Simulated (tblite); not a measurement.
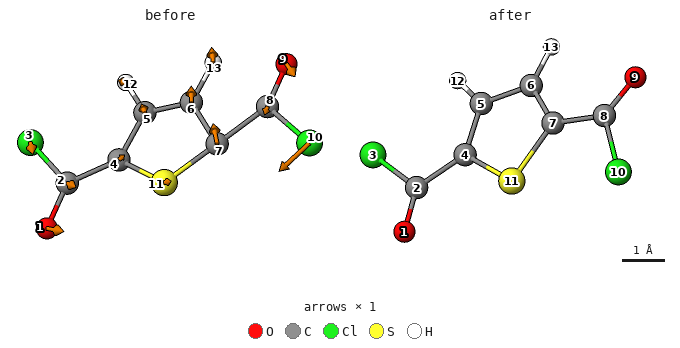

The structure of C$_{6}$H$_{2}$Cl$_{2}$O$_{2}$S before (left) and after (right) a relaxation, at one scale. The orange arrows give the displacements, at their true length.

The picture is a ball-and-stick view, seen from a free direction.

Method: tblite, GFN2-xTB geometry optimisation, gas phase. 

**Summarise the run.**

After 38 geometry steps the energy has fallen by 4.845 eV. The atom that moves furthest after the best rigid fit is Cl10 (1.03 Å). Largest moves by element: Cl 1.03 Å, C 0.63 Å, O 0.55 Å, H 0.46 Å, S 0.21 Å. Near-neighbour distances that change, for instance: Cl10–S11 4.064 → 3.052 Å, C6–S11 2.166 → 2.587 Å, C5–S11 2.202 → 2.589 Å, C6–C7 1.566 → 1.384 Å. Among the angles between lasting bonds that change: C8–C7–S11 179.6° → 122.7°, C6–C7–C8 93.5° → 124.9°, C4–S11–C7 117.4° → 90.5°.
